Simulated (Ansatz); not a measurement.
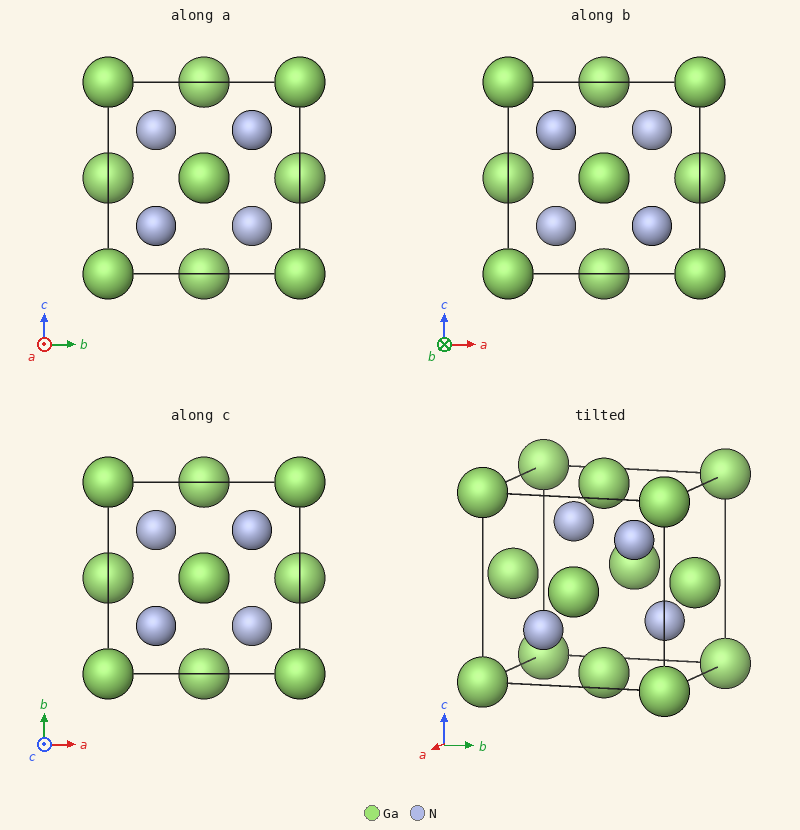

The figure gives a spheres-only picture of the atoms, viewed along the a axis, along the b axis, along the c axis and slightly off an axis. Lines trace the edges of the conventional unit cell.

Lattice parameters: a = 4.553 Å, b = 4.553 Å, c = 4.553 Å, α = 90.00°, β = 90.00°, γ = 90.00°. Put a along x and b in the xy plane.

Give the atomic positions as a POSCAR file.

Answer.
```
Ga N
1.0
     4.553    0.000    0.000
     0.000    4.553    0.000
     0.000    0.000    4.553
Ga N
4 4
Direct
  0.0000 0.0000 0.0000
  0.0000 0.5000 0.5000
  0.5000 0.0000 0.5000
  0.5000 0.5000 0.0000
  0.2500 0.2500 0.7500
  0.2500 0.7500 0.2500
  0.7500 0.2500 0.2500
  0.7500 0.7500 0.7500
```

It goes back to a structure type filled with these elements by a generator (whether the compound takes this form wasn't checked). The atoms were relaxed in a fixed cell with DFT PBE, scalar-relativistic, plane waves, PAW (Ansatz).
